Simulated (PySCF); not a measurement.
# C₆H₁₀: magnetic properties

Aim: compute the magnetic properties of C₆H₁₀ (`CC1(C)C=CC1`).

Computed with PySCF 2.14.0 and routines of our own; the level stands in each step. Atoms count from 0.

## (1) The starting structure

16 atoms, charge 0, multiplicity 1; geometry from: GFN2-xTB.

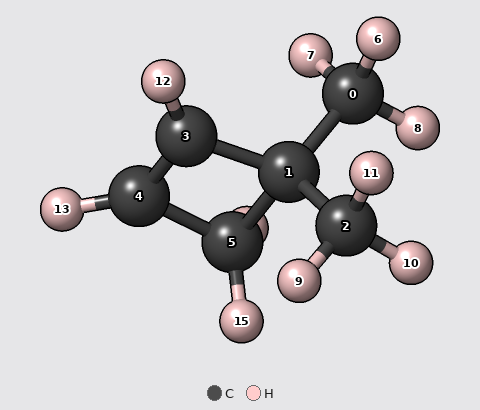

The starting geometry (carbon dark grey, hydrogen pink).

## (2) Magnetic properties: GIAO PBE0/pcSseg-1

Job settings and geometry (Å):

```
{"job": {"kind": "mag", "xc": "PBE0", "basis": "pcSseg-1", "isotopologues": 2}, "charge": 0, "multiplicity": 1}
C     -0.967507    -1.044373     0.788978
C     -0.171042     0.035656     0.069973
C     -1.087827     1.098000    -0.520094
C      1.006485     0.578337     0.852839
C      1.912192     0.107196     0.004074
C      0.902636    -0.511674    -0.921964
H     -1.552749    -0.609128     1.596712
H     -0.297808    -1.789361     1.213152
H     -1.647534    -1.538431     0.097285
H     -0.503603     1.865598    -1.022956
H     -1.771559     0.651144    -1.239728
H     -1.673839     1.571545     0.265338
H      1.051659     1.139025     1.768896
H      2.986120     0.135440    -0.042687
H      0.943949    -1.597074    -0.999101
H      0.862827    -0.082957    -1.922129
```

Level: GIAO PBE0/pcSseg-1 magnetisability, rotational g tensor and spin-rotation constants, non-relativistic, gas phase.

The run is started by

```
$ OMP_NUM_THREADS=1 python excited_run.py task.json out
```

This one command runs all jobs of the session in turn.

Output:

```text
coarse grid: 12720 points
cycle   1  E = -234.1974034771  dE =  7.295e-01  |g| = 4.181e-01  |ddm| = 3.457e+00
cycle   2  E = -234.1897173089  dE =  7.686e-03  |g| = 4.627e-01  |ddm| = 8.707e-01
cycle   3  E = -234.2457879648  dE = -5.607e-02  |g| = 4.850e-02  |ddm| = 4.871e-01
cycle   4  E = -234.2461396746  dE = -3.517e-04  |g| = 2.927e-02  |ddm| = 6.821e-02
cycle   5  E = -234.2463323076  dE = -1.926e-04  |g| = 8.304e-03  |ddm| = 2.691e-02
cycle   6  E = -234.2463484007  dE = -1.609e-05  |g| = 1.795e-03  |ddm| = 7.969e-03
cycle   7  E = -234.2463491756  dE = -7.748e-07  |g| = 1.200e-04  |ddm| = 1.605e-03
final grid: 120968 points
cycle   8  E = -234.2850021790  dE = -3.946e-05  |g| = 8.388e-03  |ddm| = 3.636e-02
cycle   9  E = -234.2849952919  dE =  6.887e-06  |g| = 9.933e-03  |ddm| = 1.804e-02
cycle  10  E = -234.2850207941  dE = -2.550e-05  |g| = 9.408e-04  |ddm| = 1.022e-02
cycle  11  E = -234.2850209851  dE = -1.910e-07  |g| = 2.877e-04  |ddm| = 9.776e-04
cycle  12  E = -234.2850210022  dE = -1.716e-08  |g| = 1.164e-04  |ddm| = 3.006e-04
cycle  13  E = -234.2850210055  dE = -3.272e-09  |g| = 1.736e-05  |ddm| = 1.060e-04
cycle  14  E = -234.2850210056  dE = -7.026e-11  |g| = 1.612e-06  |ddm| = 1.997e-05
converged SCF energy = -234.2850210056

Magnetisability tensor (1e-30 J/T^2)
     -982.14        4.05       -0.89
        4.05    -1033.78       54.91
       -0.89       54.91     -977.33
isotropic -997.75   principal values   -1067.48   -982.00   -943.77
isotropic susceptibility -60.086 1e-6 cm^3/mol

Inertial axes            a          b          c
rot. const./GHz      5.3199     3.3468     3.0302
chi total           -59.137    -64.285    -56.836
chi diamagnetic    -334.513   -466.480   -510.509
chi paramagnetic    275.376    402.195    453.673
quadrupole/D A        0.622     -2.009      1.387
g nuclear            0.6647     0.6281     0.6285
g electronic        -0.6882    -0.6324    -0.6458
g total             -0.0235    -0.0043    -0.0173

Spin-rotation constants (kHz, H = +C I.J)
atom  isotope        aa         bb         cc
  6     1H       -0.325     -0.379     -0.064
  7     1H       -0.339     -0.041     -0.363
  8     1H       -0.328     -0.377     -0.059
  9     1H       -0.342     -0.039     -0.363
 10     1H       -0.327     -0.377     -0.060
 11     1H       -0.326     -0.379     -0.063
 12     1H       -0.533     -0.398      0.344
 13     1H        0.559     -0.386     -0.299
 14     1H       -0.601     -0.053     -0.148
 15     1H       -0.601     -0.051     -0.150
  0    13C*       0.830      0.457      0.538
  1    13C*       1.109      0.601      0.502
  3    13C*       2.209      0.540      1.452
  4    13C*       2.363      0.454      1.231
  5    13C*       0.886      0.539      0.669
* in the singly substituted isotopologue

Isotopologues: g along a, b, c
2H    at 6,7,8,9,10,11,    -0.0178    -0.0034    -0.0138
13C   at 0                 -0.0231    -0.0042    -0.0170
```

Wall time 15 s (1 thread of Arm Neoverse V2, shared host); peak memory 0.74 GiB.

From this job:

```
              quantity                      value
       magnetisability            -998·10⁻³⁰ J/T²
  molar susceptibility         -60.1·10⁻⁶ cm³/mol
rotational g (a, b, c)  -0.0235, -0.0043, -0.0173
```

## (3) Magnetic properties: common gauge origin mPW1PW91/ANO-RCC-VDZP

The job, as its differences from that of step 2:

```diff
@@ -1,2 +1,2 @@
-{"job": {"kind": "mag", "xc": "PBE0", "basis": "pcSseg-1", "isotopologues": 2}, "charge": 0, "multiplicity": 1}
+{"job": {"kind": "mag", "xc": "mPW1PW91", "basis": "ANO-RCC-VDZP", "gauge": [2, 0, 0], "scf": {"max_cycle": 80}}, "charge": 0, "multiplicity": 1}
 C     -0.967507    -1.044373     0.788978
```

Method: common gauge origin mPW1PW91/ANO-RCC-VDZP magnetisability, rotational g tensor and spin-rotation constants, non-relativistic, gas phase.

Output:

```text
final grid: 120968 points
cycle   1  E = -234.5688668950  dE =  7.302e-01  |g| = 4.290e-01  |ddm| = 5.355e+00
cycle   2  E = -234.5611535267  dE =  7.713e-03  |g| = 4.692e-01  |ddm| = 9.995e-01
cycle   3  E = -234.6203223959  dE = -5.917e-02  |g| = 5.114e-02  |ddm| = 5.942e-01
cycle   4  E = -234.6207529723  dE = -4.306e-04  |g| = 2.942e-02  |ddm| = 7.519e-02
cycle   5  E = -234.6209482648  dE = -1.953e-04  |g| = 8.778e-03  |ddm| = 3.371e-02
cycle   6  E = -234.6209669544  dE = -1.869e-05  |g| = 1.741e-03  |ddm| = 9.899e-03
cycle   7  E = -234.6209677058  dE = -7.514e-07  |g| = 1.224e-04  |ddm| = 1.730e-03
cycle   8  E = -234.6209677086  dE = -2.784e-09  |g| = 7.085e-05  |ddm| = 1.869e-04
cycle   9  E = -234.6209677098  dE = -1.214e-09  |g| = 1.468e-05  |ddm| = 8.073e-05
cycle  10  E = -234.6209677098  dE = -5.531e-11  |g| = 1.804e-06  |ddm| = 1.532e-05
converged SCF energy = -234.6209677098

Magnetisability tensor (1e-30 J/T^2)
    -1668.18      -11.58      -62.37
      -11.58    -4759.77       -5.75
      -62.37       -5.75    -4759.31
isotropic -3729.09   principal values   -4766.18  -4754.20  -1666.88
isotropic susceptibility -224.571 1e-6 cm^3/mol

Inertial axes            a          b          c
rot. const./GHz      5.3199     3.3468     3.0302
chi total          -100.827   -286.063   -286.823
chi diamagnetic    -333.540   -465.552   -509.569
chi paramagnetic    232.713    179.489    222.746
quadrupole/D A        0.577     -1.977      1.400
g nuclear            0.6647     0.6281     0.6285
g electronic        -0.5816    -0.2822    -0.3171
g total              0.0831     0.3459     0.3114

Spin-rotation constants (kHz, H = +C I.J)
atom  isotope        aa         bb         cc
  6     1H       -0.547      0.470      0.710
  7     1H       -0.040     -0.652     -0.671
  8     1H       -0.454      0.538      0.720
  9     1H        0.106     -0.645     -0.579
 10     1H       -0.409      0.541      0.747
 11     1H       -0.504      0.471      0.734
 12     1H       -0.143     -0.371      0.075
 13     1H        0.392     -1.025     -0.840
 14     1H       -0.454     -0.190     -0.524
 15     1H       -0.344     -0.190     -0.460
  0    13C*       0.650      0.438      0.503
  1    13C*       0.822      0.445      0.314
  3    13C*       1.998      0.320      1.249
  4    13C*       2.134      0.155      0.998
  5    13C*       0.683      0.347      0.500
* in the singly substituted isotopologue
```

It took 11 s on 1 thread of Arm Neoverse V2, shared host; peak memory 0.73 GiB.

It converged, yet the result is unsound: a common gauge origin replaces GIAOs, so the magnetic properties depend on where the origin lies.

## (4) Outcome

| quantity | value |
| --- | --- |
| magnetisability (step 2, GIAO PBE0/pcSseg-1) | -998·10⁻³⁰ J/T² |
| molar susceptibility (step 2, GIAO PBE0/pcSseg-1) | -60.1·10⁻⁶ cm³/mol |
| rotational g (a, b, c) (step 2, GIAO PBE0/pcSseg-1) | -0.0235, -0.0043, -0.0173 |
| runs | 0 failed, 1 ended on unsound input |

The values above hold for this geometry and these levels alone. Vibrational averaging and real surroundings are missing from these values.
